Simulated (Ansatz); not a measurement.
# Calculations on C₂H₃OSi

### Relaxation

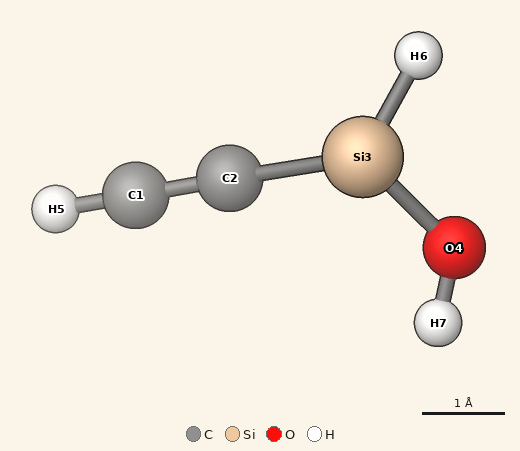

This is the input geometry for a relaxation of C$_{2}$H$_{3}$OSi (multiplicity 2). The picture is a ball-and-stick view, seen at a tilt.

The run prepares an end point of a later path (hydrogen shift) calculation, from a guessed geometry.

Method: UKS r2SCAN-D4/def2-SVP in Ansatz.

Input
```yaml
crystal:
  periodic: [false, false, false]
  atoms:
    - { symbol: C, position_ang: [0.54007, -1.82991, 0.77447] }
    - { symbol: C, position_ang: [0.1742, -0.70597, 0.51931] }
    - { symbol: Si, position_ang: [-0.03636, 1.08184, 0.20406] }
    - { symbol: O, position_ang: [-0.40566, 1.46211, -1.34513] }
    - { symbol: H, position_ang: [0.77877, -2.83281, 0.98277] }
    - { symbol: H, position_ang: [-1.03961, 1.80372, 0.95546] }
    - { symbol: H, position_ang: [-0.01143, 1.02102, -2.09093] }
magnetization:
  spin_polarized: true
  initial_magnetization: 1
basis:
  gaussian: { orbitals: def2-SVP }
hamiltonian:
  xc: r2scan
  dispersion: d4
relax:
  f_tol: 0.02
  max_steps: 50
output:
  orbitals: {}
```

Run as
```bash
ansatz run input.yaml --threads 2 --pin off --max-ram 3072MiB --backend cpu --events-out ev --progress --plain --runs-dir out
```

Predict the outcome.

The energy falls by 0.113 eV in 6 geometry steps. The largest force component goes from 2 to 0.019 eV/Å. The largest move after the best rigid fit is that of H6, 0.12 Å. Largest moves by element: H 0.12 Å, O 0.09 Å, C 0.07 Å, Si 0.07 Å. Near-neighbour distances that change, for instance: Si3–H6 1.446 → 1.488 Å, Si3–O4 1.637 → 1.670 Å, C1–H5 1.052 → 1.076 Å, C1–C2 1.209 → 1.226 Å. Among the angles between lasting bonds that change: C2–Si3–H6 118.6° → 111.1°, Si3–O4–H7 122.7° → 115.8°, C1–C2–Si3 168.7° → 172.5°. Cost: 21 s on 2 threads of AMD EPYC 9R14 (Zen 4), with other jobs on the host, peak memory 0.21 GiB.

Step by step:

```tsv
step	E − E(0), eV	largest force component, eV/Å
0	0.0000	1.9536
1	-0.0891	0.3944
2	-0.1004	0.1804
3	-0.1063	0.3093
4	-0.1119	0.0670
5	-0.1120	0.0654
6	-0.1127	0.0187
```

Final geometry:

```xyz
7

C     0.5097   -1.8106    0.7667
C     0.2109   -0.6475    0.5176
Si   -0.0018    1.1291    0.1705
O    -0.4726    1.4357   -1.4020
H     0.7481   -2.8358    0.9889
H    -1.0448    1.7248    1.0480
H     0.0504    1.0044   -2.0897
```

The end point in the same view:

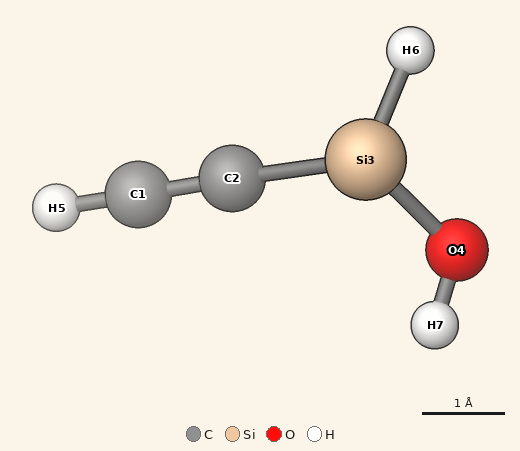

### Relaxation

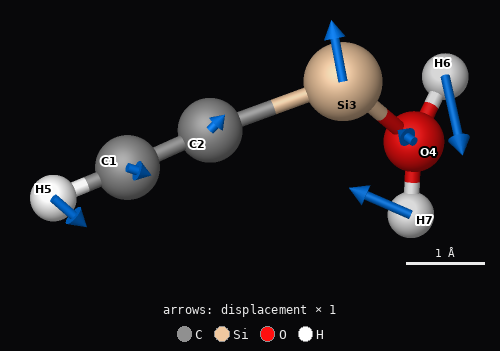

A relaxation of C2H3OSi (multiplicity 2). The starting structure is drawn; blue arrows show the displacements, at their true length. The two geometries are superimposed by the best rigid fit.

Style: ball-and-stick. Shown at a tilt.

The run prepares an end point of a later path (hydrogen shift) calculation, from a guessed geometry.

These are results of UKS r2SCAN-D4/def2-SVP (Ansatz), not measurements. Settings: collinear spin; force threshold 0.02 eV/Å; at most 50 steps.

**Atoms of which element are displaced furthest, and by how much?**

Hydrogen: up to 1.15 Å, against 0.81 Å for silicon.

**What did the optimiser do to the structure, and how much energy did it gain?**

H6 moves most after the best rigid fit: 1.15 Å. Largest moves by element: H 1.15 Å, Si 0.81 Å, C 0.35 Å, O 0.33 Å. Near-neighbour distances that change, for instance: Si3–H6 1.966 → 2.621 Å, Si3–O4 1.637 → 2.125 Å, C1–C2 1.209 → 1.237 Å, C1–H5 1.052 → 1.076 Å. Among the angles between lasting bonds that change: H6–O4–H7 143.6° → 106.2°, C1–C2–Si3 168.7° → 177.6°, C2–C1–H5 175.4° → 179.1°. After 14 accepted moves (15 points after the start) the energy has fallen by 48.5 kcal/mol. Largest force component: 7.6 eV/Å at the start, 0.01 eV/Å at the end. The line search rejected the trial step at point 11 of the run. The forces were under the threshold at step 12, but the run went on from there.

### Path

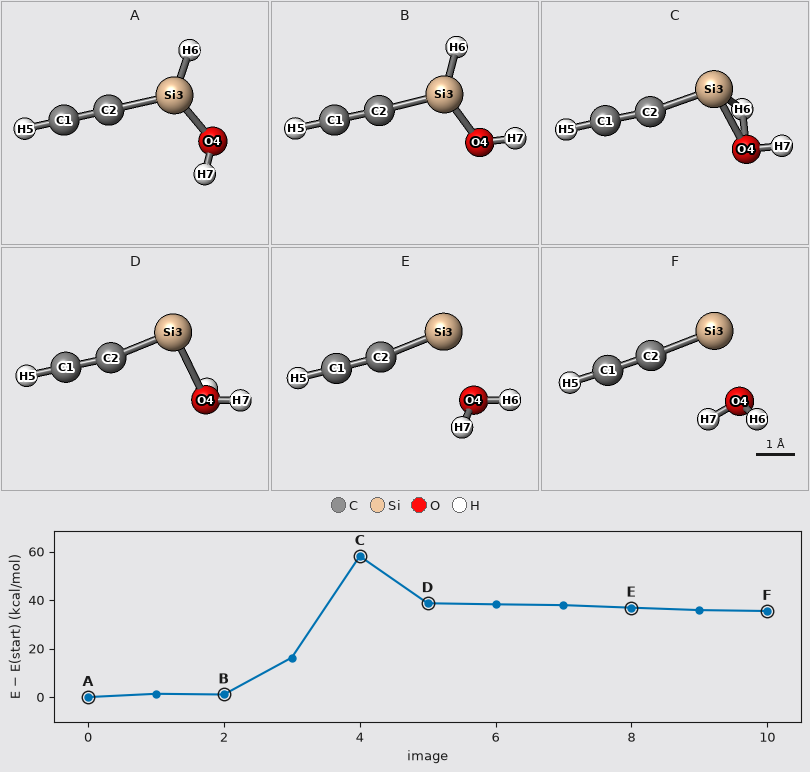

A search for the minimum-energy path of C2H3OSi (multiplicity 2) by the nudged elastic band. Images are numbered from 0 (start) to 10 (end). Frames A to F are images 0, 2, 4, 5, 8, 10. The picture is a ball-and-stick view, seen face on.

Theory: UKS r2SCAN-D4/def2-SVP (Ansatz). Run with 9 movable images; climbing image; force threshold 0.03 eV/Å; iteration limit 53; starting path through a guess of the saddle point.

**What happens along the path, and what is the barrier?**

The path has more than one stage, and so few images may leave a stage unresolved. Breaking: Si3–H6 (1.49 → 1.67 at the top → 2.62 Å). Forming: O4–H6 (2.53 → 1.33 at the top → 0.97 Å). The highest point, image 4, lies 58.2 kcal/mol above the start and 22.6 kcal/mol above the end; the end is at +35.5 kcal/mol relative to the start. The band converged in 23 iterations. The largest component of the band force went from 14 to 0.019 eV/Å. The climbing image converged on the top of the path. Its vibrational analysis gives one imaginary mode (1337i cm⁻¹), as a transition state must have.
